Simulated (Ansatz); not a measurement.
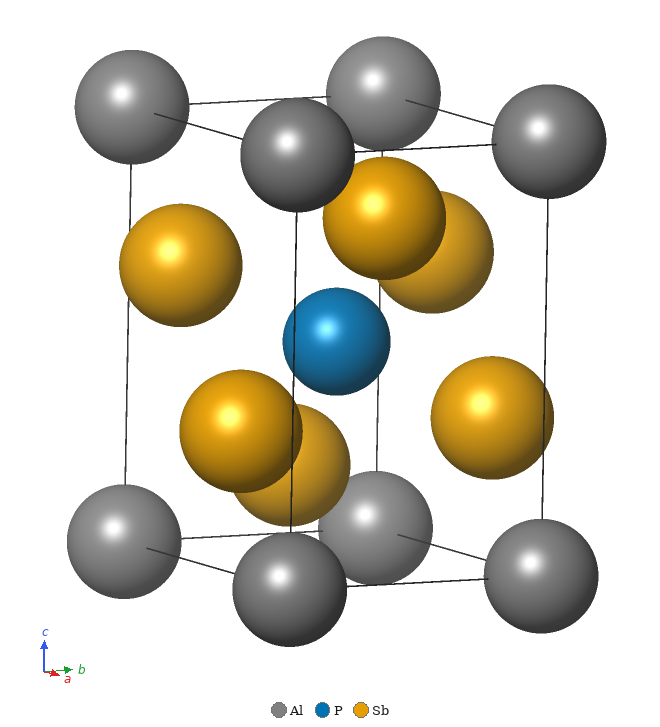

Crystal structure, spheres-only style, seen slightly off an axis. The wireframe shows the simulation cell.

```xyz
6
Lattice="5.2074 0.0000 0.0000 0.0000 3.4001 0.0000 0.2484 0.0000 5.4704" Properties=species:S:1:pos:R:3 pbc="T T T"
Al    0.0000    0.0000    0.0000
P     2.7279    1.7001    2.7352
Sb    3.6751    0.0000    1.8052
Sb    1.7807    0.0000    3.6652
Sb    4.2327    1.7001    4.4529
Sb    1.2231    1.7001    1.0175
```

Results below were computed with DFT, PAW plane waves, PBE (Ansatz 0.2.0); the settings were plane waves up to 420 eV, a 6×8×5 sampling of the Brillouin zone, Fermi-Dirac smearing of 0.1 eV, no spin polarisation. The pressure of the cell is 101 GPa.

> What does a Bader analysis give?

Al +2.02 e; Sb -0.61 to +0.02 e; P -0.82 e.

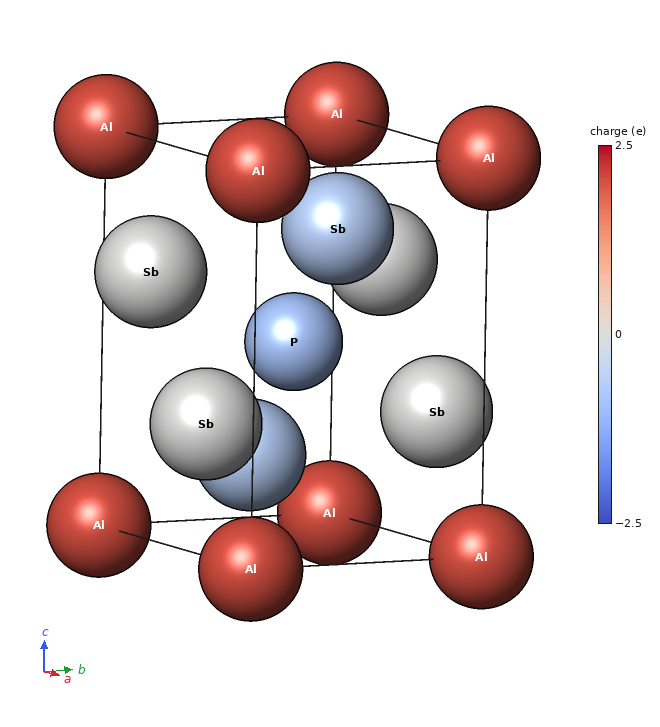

The atoms coloured by those charges.

Note that this is a generated cell, made by putting these elements into a known structure type (the compound may or may not exist in this form), and that it hasn't been relaxed. Ansatz was used for an electronic-structure calculation on it.

At this level of theory the cell isn't at rest (compressed, at 101 GPa and forces up to 7.0 eV/Å), so its distances can differ from those at equilibrium, the more so the softer the solid.
